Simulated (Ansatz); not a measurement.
**Molecular dynamics, with input and output: C₂H₁₁BSi (part 4 of 4)**

The same run, continued: C₂H₁₁BSi; UKS PBE0/6-31G (Ansatz 0.2.0). It belongs to a series of runs on one base structure; here: dynamics from the start.

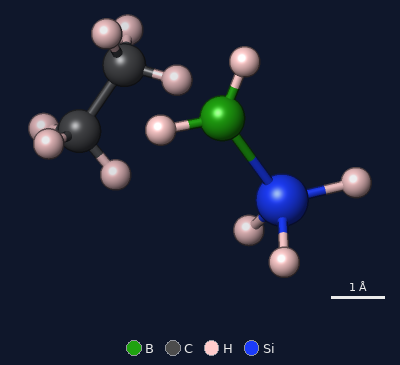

Figure 1. The geometry at step 130 of the log (ball-and-stick view, seen at a tilt).

Trajectory as extended XYZ, continued:
```
15
Properties=species:S:1:pos:R:3:forces:R:3 step=110 time_fs=55.0 energy=-10796.44155 temperature=453.1
B     0.2824    0.7886    1.4435   -0.1675  -0.3483  -0.1780
C     0.5686   -1.6670   -0.1908    0.3567  -0.1057  -0.8884
C     0.9571   -1.1126   -1.5733   -0.5595  -0.3715  -0.3565
H     0.3341    0.1551    2.4742   -0.4831   0.2951  -0.0758
H     1.3856    0.7997    0.9383   -0.4439   0.4801  -0.1946
H    -0.2079   -1.0523    0.2036   -1.1033   0.6151   0.5837
Si   -1.4207    1.6922    0.5474    0.8671  -0.2803  -0.0238
H     1.3488   -1.6507    0.5485    0.7649  -0.1426   0.1732
H     0.1704   -2.6750   -0.2414   -0.1099  -0.2935  -0.0313
H     0.2170   -0.3694   -1.9063    0.0822  -0.1151   0.0234
H     0.9744   -1.8939   -2.3555    0.0749   0.1549   0.3399
H     1.9147   -0.6145   -1.5915    0.5048   0.1621   0.1459
H    -1.5317    1.1133   -0.8931   -0.0767   0.2526   0.6822
H    -1.0273    3.1721    0.3531   -0.3705  -0.4390   0.1298
H    -2.7778    1.5340    1.2759    0.6636   0.1360  -0.3298
15
Properties=species:S:1:pos:R:3:forces:R:3 step=115 time_fs=57.5 energy=-10796.34611 temperature=396.2
B     0.2953    0.8181    1.4711   -0.7022  -0.8563   0.2275
C     0.5824   -1.7066   -0.2197   -0.5326   1.0543   0.9108
C     0.9666   -1.1301   -1.5777   -0.1891   0.3062  -0.7431
H     0.3730    0.1535    2.5073   -0.6747   0.6176  -0.3464
H     1.3829    0.7809    0.9881    0.0544   0.6287  -0.5520
H    -0.2231   -1.0528    0.2197    0.2716  -0.5015  -0.2070
Si   -1.4349    1.7056    0.5481    1.1282  -0.6972  -0.0732
H     1.3559   -1.6848    0.5559    0.3433  -0.1934  -0.3727
H     0.1674   -2.7063   -0.2459   -0.1159  -0.3571  -0.1677
H     0.1994   -0.3864   -1.8765    0.3352  -0.2656  -0.0368
H     0.9855   -1.8834   -2.3913    0.1211   0.1934   0.4620
H     1.9296   -0.5905   -1.5930   -0.2195  -0.2892   0.1697
H    -1.5735    1.1706   -0.9149    0.0085   0.1666   0.8226
H    -1.0456    3.1508    0.3613   -0.2404   0.1154   0.0917
H    -2.7708    1.5568    1.2752    0.4121   0.0782  -0.1854
15
Properties=species:S:1:pos:R:3:forces:R:3 step=120 time_fs=60.0 energy=-10796.28312 temperature=358.9
B     0.3044    0.8431    1.4995   -0.9923  -0.7320  -0.1934
C     0.5937   -1.7416   -0.2444   -0.8517   0.7296   1.9263
C     0.9752   -1.1461   -1.5854    0.1475   0.7429  -0.2751
H     0.3726    0.1866    2.5223   -0.6447   0.4820  -0.0527
H     1.3816    0.7990    1.0065    0.1883   0.6235  -0.5826
H    -0.2269   -1.0789    0.2263    0.8196  -0.8668  -0.5047
Si   -1.4467    1.7175    0.5487    1.6832  -0.8977   0.2135
H     1.3836   -1.7302    0.5420   -0.1216  -0.2009  -0.7506
H     0.1591   -2.7552   -0.2602    0.1919   0.2581  -0.2443
H     0.1994   -0.4170   -1.8497    0.1137   0.0410  -0.2609
H     1.0039   -1.8641   -2.4027    0.1553  -0.2785  -0.0171
H     1.9342   -0.5821   -1.5845   -0.4452  -0.4432   0.1566
H    -1.6151    1.2369   -0.8905    0.0370  -0.1129   0.3468
H    -1.0781    3.1367    0.3750   -0.0555   0.6852   0.0508
H    -2.7410    1.5841    1.2645   -0.2255  -0.0304   0.1873
15
Properties=species:S:1:pos:R:3:forces:R:3 step=125 time_fs=62.5 energy=-10796.34851 temperature=397.4
B     0.3083    0.8642    1.5266   -0.8099  -0.1342  -1.2410
C     0.6011   -1.7731   -0.2601   -0.3661  -0.2386   1.1014
C     0.9842   -1.1588   -1.5945   -0.2691   0.2832   0.1187
H     0.3346    0.2470    2.5358   -0.4308   0.0665   0.5173
H     1.3886    0.8537    0.9923   -0.2324   0.4726  -0.1847
H    -0.1881   -1.1514    0.2065    0.0439  -0.1060  -0.0006
Si   -1.4548    1.7277    0.5498    2.1182  -0.4632   0.8416
H     1.4076   -1.7875    0.4875    0.1018  -0.1780  -0.3214
H     0.1614   -2.7913   -0.2890    0.3217   0.3935  -0.2893
H     0.2057   -0.4450   -1.8384   -0.1868   0.3412  -0.4483
H     1.0314   -1.8600   -2.4139    0.1442  -0.4625  -0.2561
H     1.9168   -0.5974   -1.5668    0.2099  -0.0382   0.1192
H    -1.6548    1.2962   -0.8472   -0.0024  -0.4360  -0.4808
H    -1.1145    3.1602    0.3920    0.0029   0.6110   0.0742
H    -2.7238    1.6097    1.2646   -0.6450  -0.1112   0.4498
15
Properties=species:S:1:pos:R:3:forces:R:3 step=130 time_fs=65.0 energy=-10796.38908 temperature=421.9
B     0.3075    0.8845    1.5470   -0.7300   0.2813  -1.6640
C     0.6069   -1.8057   -0.2707    0.6752  -0.7533  -0.4590
C     0.9917   -1.1701   -1.6034   -0.8441  -0.2305  -0.2174
H     0.2710    0.3130    2.5771   -0.1534  -0.0364   0.4764
H     1.3824    0.9360    0.9672   -0.5274   0.1948   0.2627
H    -0.1494   -1.2280    0.1889   -1.0760   0.9288   0.8305
Si   -1.4586    1.7368    0.5528    1.7760   0.2171   1.3098
H     1.4386   -1.8554    0.4148    0.4675  -0.1281   0.3150
H     0.1809   -2.8077   -0.3349    0.0719  -0.1916  -0.2928
H     0.2037   -0.4556   -1.8526    0.0299   0.1149  -0.3942
H     1.0671   -1.8801   -2.4366    0.0653  -0.0059   0.1868
H     1.9108   -0.6153   -1.5420    0.6045   0.2726   0.0509
H    -1.6946    1.3307   -0.8300   -0.0133  -0.5111  -0.7780
H    -1.1513    3.2173    0.4136   -0.0475  -0.0353   0.1135
H    -2.7411    1.6291    1.2891   -0.2986  -0.1173   0.2597
15
Properties=species:S:1:pos:R:3:forces:R:3 step=135 time_fs=67.5 energy=-10796.47132 temperature=470.3
B     0.3025    0.9062    1.5587   -1.1748   0.3053  -0.9594
C     0.6154   -1.8414   -0.2828    0.3508   0.1394  -0.2295
C     0.9955   -1.1821   -1.6132   -0.3349   0.1891  -0.3322
H     0.1985    0.3788    2.6428    0.1621   0.2162  -0.3262
H     1.3475    1.0300    0.9562   -0.2616  -0.0720   0.3916
H    -0.1623   -1.2595    0.2135   -0.0209   0.1870   0.3606
Si   -1.4586    1.7464    0.5584    0.8801   0.4631   1.0422
H     1.4929   -1.9305    0.3573   -0.0226  -0.0036   0.2834
H     0.2047   -2.8340   -0.3978   -0.1949  -0.4753  -0.1770
H     0.2041   -0.4598   -1.8897    0.3558  -0.2307  -0.1835
H     1.1068   -1.9016   -2.4494   -0.0055   0.2738   0.4263
H     1.9346   -0.6205   -1.5148   -0.1327  -0.0490  -0.1181
H    -1.7344    1.3362   -0.8544    0.1148  -0.2657  -0.1373
H    -1.1908    3.2729    0.4416   -0.0557  -0.5752   0.0943
H    -2.7748    1.6415    1.3283    0.3401  -0.1025  -0.1352
15
Properties=species:S:1:pos:R:3:forces:R:3 step=140 time_fs=70.0 energy=-10796.39179 temperature=423.6
B     0.2908    0.9297    1.5651   -1.8301   0.4160  -0.2278
C     0.6257   -1.8768   -0.2959   -0.2715   0.2786   0.2647
C     0.9977   -1.1932   -1.6244    0.4072   0.5747   0.2270
H     0.1354    0.4563    2.6908    0.4060   0.2496  -0.8113
H     1.2988    1.1204    0.9671    0.3434  -0.2142   0.2208
H    -0.1771   -1.2798    0.2587    1.1077  -0.7160  -0.3967
Si   -1.4567    1.7569    0.5662    0.1411   0.2425   0.5158
H     1.5449   -2.0058    0.3157   -0.6975   0.1317   0.0153
H     0.2187   -2.8836   -0.4703   -0.1117   0.1886   0.1287
H     0.2231   -0.4757   -1.9380    0.1840  -0.1784  -0.0302
H     1.1466   -1.9095   -2.4398    0.0088   0.0020   0.0757
H     1.9519   -0.6277   -1.4944   -0.6307  -0.2300  -0.2439
H    -1.7672    1.3260   -0.8868    0.2753   0.0167   0.5893
H    -1.2331    3.2965    0.4751    0.0250  -0.6486   0.0226
H    -2.7900    1.6476    1.3602    0.6431  -0.1132  -0.3500
15
Properties=species:S:1:pos:R:3:forces:R:3 step=145 time_fs=72.5 energy=-10796.42246 temperature=441.6
B     0.2691    0.9556    1.5698   -1.8417   0.8521  -0.4122
C     0.6348   -1.9111   -0.3081   -0.2588  -0.2529  -0.3637
C     1.0016   -1.2018   -1.6345    0.4549   0.1253   0.7168
H     0.0954    0.5469    2.6946    0.4304  -0.0751  -0.4178
H     1.2686    1.1982    0.9917    0.5639  -0.3158   0.1411
H    -0.1330   -1.3375    0.2841    0.7287  -0.5122  -0.3378
Si   -1.4545    1.7678    0.5751   -0.1062  -0.2715   0.1816
H     1.5596   -2.0739    0.2767   -0.5191   0.1259   0.0800
H     0.2259   -2.9232   -0.5353   -0.0352   0.6204   0.3663
H     0.2514   -0.5010   -1.9888   -0.2971   0.0989   0.0149
H     1.1871   -1.9176   -2.4257    0.0415  -0.3003  -0.2811
H     1.9367   -0.6458   -1.4875   -0.1204   0.1435  -0.1575
H    -1.7840    1.3160   -0.8865    0.3422   0.1465   0.7977
H    -1.2736    3.2836    0.5098    0.1635  -0.2268  -0.0652
H    -2.7691    1.6468    1.3728    0.4535  -0.1579  -0.2631
15
Properties=species:S:1:pos:R:3:forces:R:3 step=150 time_fs=75.0 energy=-10796.46718 temperature=468.1
B     0.2376    0.9863    1.5718   -0.9971   1.3997  -1.2694
C     0.6430   -1.9465   -0.3226    0.5004  -0.5349  -1.6272
C     1.0076   -1.2099   -1.6414    0.0199  -0.6247   0.3795
H     0.0802    0.6325    2.6763    0.2643  -0.4935   0.4969
H     1.2689    1.2567    1.0259    0.1624  -0.4660   0.2625
H    -0.0513   -1.4211    0.2940   -0.7213   0.5528   0.5502
Si   -1.4523    1.7782    0.5845    0.1374  -0.7568   0.1356
H     1.5466   -2.1353    0.2435    0.2993  -0.0416   0.3142
H     0.2296   -2.9305   -0.5802   -0.2433   0.1285   0.2838
H     0.2642   -0.5225   -2.0381   -0.3756   0.0076   0.1672
H     1.2293   -1.9405   -2.4252   -0.0484  -0.0328  -0.0540
H     1.9156   -0.6549   -1.4896    0.5623   0.5793   0.0161
H    -1.7810    1.3139   -0.8415    0.2773   0.0811   0.3958
H    -1.3044    3.2585    0.5407    0.2871   0.4278  -0.1308
H    -2.7230    1.6365    1.3708   -0.1247  -0.2267   0.0795
```

This output came from the following input.

Input file:
```yaml
crystal:
  periodic: [false, false, false]
  atoms:
    - { symbol: B, position_ang: [0.4271, 0.2888, 1.1859] }
    - { symbol: C, position_ang: [0.4705, -1.1869, 0.0598] }
    - { symbol: C, position_ang: [0.7982, -0.9178, -1.4049] }
    - { symbol: H, position_ang: [0.1764, -0.0987, 2.2673] }
    - { symbol: H, position_ang: [1.4177, 0.8908, 0.9944] }
    - { symbol: H, position_ang: [-0.2965, -0.0282, 0.2572] }
    - { symbol: Si, position_ang: [-1.3244, 1.5326, 0.4343] }
    - { symbol: H, position_ang: [1.3127, -1.7093, 0.5153] }
    - { symbol: H, position_ang: [-0.3892, -1.8567, 0.147] }
    - { symbol: H, position_ang: [-0.0591, -0.5048, -1.937] }
    - { symbol: H, position_ang: [1.0991, -1.8342, -1.9125] }
    - { symbol: H, position_ang: [1.618, -0.2048, -1.4873] }
    - { symbol: H, position_ang: [-1.8554, 1.3389, -0.9274] }
    - { symbol: H, position_ang: [-0.914, 2.9336, 0.4913] }
    - { symbol: H, position_ang: [-2.4812, 1.3569, 1.3166] }
magnetization:
  spin_polarized: true
basis:
  gaussian: { orbitals: "6-31G" }
hamiltonian:
  xc: pbe0
md:
  timestep: 0.5
  n_steps: 150
  ensemble: nve
  temperature: 100.0
  initial_velocities: maxwell_boltzmann
  seed: 724042
```

Run as:
```bash
ansatz run input.yaml --threads 1 --pin off --max-ram 2048MiB --backend cpu --events-out ev --progress --plain --runs-dir out
```

Results in brief:

```json
{"quantity": "outcome", "value": "finished"}
{"quantity": "mean temperature over the second half", "value": "435 K"}
{"quantity": "trajectory", "value": "150 steps, 75 fs"}
{"quantity": "ensemble", "value": "nve"}
{"quantity": "temperature in the input", "value": "100.0 K"}
{"quantity": "time step", "value": "0.5 fs"}
{"quantity": "potential energy (last step)", "value": "−10796.4672 eV"}
{"quantity": "mean-field energy (last step)", "value": "−10796.4672 eV"}
{"quantity": "largest force (length of the vector) (last step)", "value": "2.137 eV/Å"}
{"quantity": "hardware", "value": "1 thread of Arm Neoverse V1, 24 GiB of memory available, shared host"}
{"quantity": "wall time", "value": "13 min"}
{"quantity": "peak memory", "value": "0.19 GiB"}
```

So short a trajectory is not equilibrated.
